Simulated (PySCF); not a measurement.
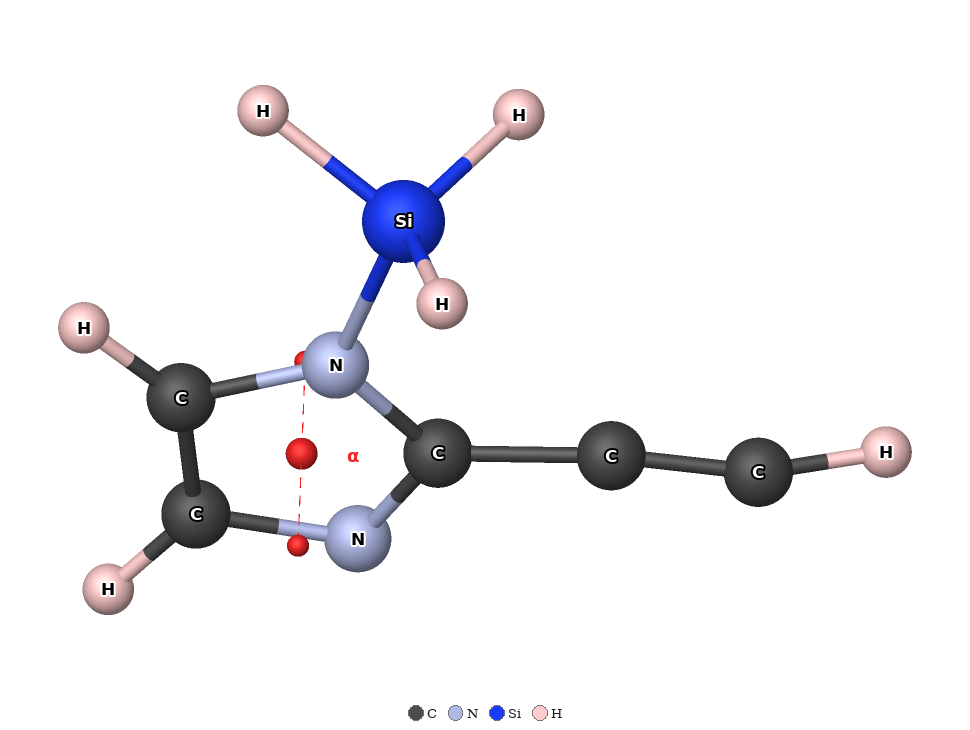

The small points mark where nucleus-independent chemical shifts (NICS) were computed: at the centre of each lettered ring and 1 Å above and below it. Geometry: a frame of a GFN2-xTB molecular-dynamics simulation, not a minimum. Level of theory: GIAO PBE0/pcSseg-1 NMR shielding, non-relativistic, gas phase (PySCF 2.14.0).

Give NICS(0), NICS(1) and the out-of-plane component NICS(1)zz for each ring (means of the two sides).

| ring | members | NICS(0) | NICS(1) | NICS(1)zz |
| --- | --- | --- | --- | --- |
| α | C3N2 | −13.2 | −11.7 | −31.3 |

Values in ppm.

**What do the values say about the ring currents?**

Ring α: diatropic, as in an aromatic ring. NICS is one index among several.
